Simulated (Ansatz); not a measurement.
```xyz
18

C     1.0992    1.2468   -1.3876
C     0.7723    0.9151   -0.1300
C     0.9513    1.8965    1.0091
Si    0.0803   -0.8002    0.2644
C     0.1899   -1.9702   -1.2225
Si   -2.1481   -0.6486    1.0259
H     0.9860    0.5625   -2.2252
H     1.5022    2.2303   -1.6342
H     1.3642    2.8499    0.6591
H    -0.0010    2.1072    1.5142
H     1.6270    1.4952    1.7763
H     0.8867   -1.3678    1.3902
H     1.2226   -2.0553   -1.5794
H    -0.1535   -2.9734   -0.9463
H    -0.4305   -1.6238   -2.0564
H    -2.6403   -1.9721    1.5076
H    -2.2852    0.3198    2.1522
H    -3.0608   -0.2004   -0.0657
```

Method: RKS B3LYP/6-31G* (Ansatz 0.2.0).

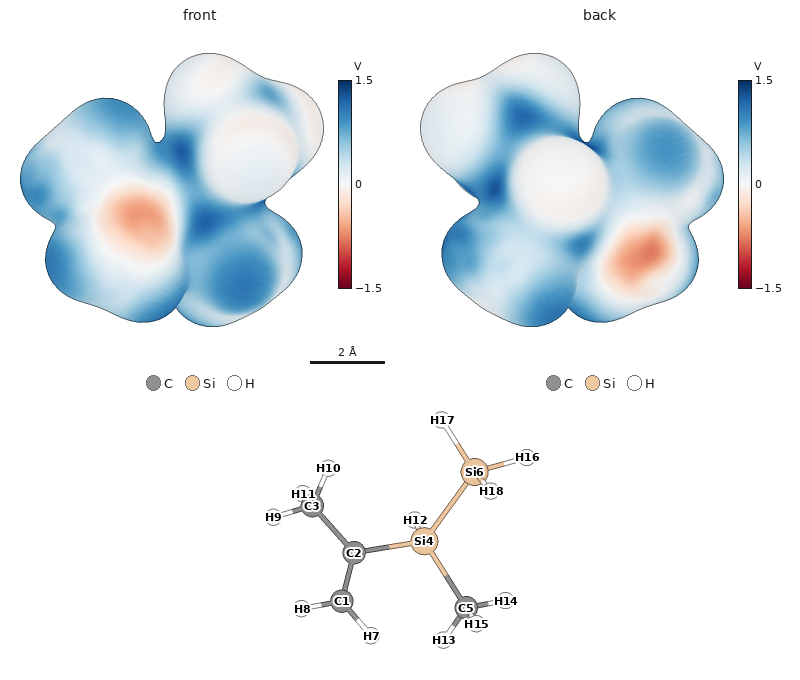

C4H12Si2 (SMILES C=C(C)[SiH](C)[SiH3]). The electrostatic potential painted on the density surface at 0.004 e/bohr³, seen from the front and from behind; red is negative and blue positive. The bare structure is drawn below in the same view.

> Describe the electrostatic potential map.

The most negative region (about −0.7 V) lies over the π face of C1 and C2, the most positive (about +1.3 V) over Si4 and Si6.
